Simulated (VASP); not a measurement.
Band structure of Ca (space group Fm-3m). Computed with PBE GGA, VASP's PBE PAW potentials (set 64) (plane waves; VASP).

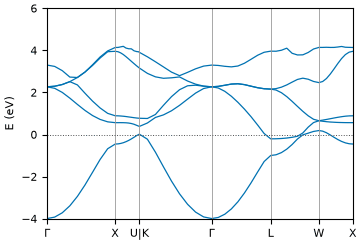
Bands along high-symmetry lines, zero at the valence-band maximum or, without a gap, the Fermi level

Problem. Read the plot: is there a gap, and where are the band edges?

Solution. It has no gap at this level: it comes out as a metal or semimetal.

The structure is a typed Ca crystal. The cell was not relaxed at this level.
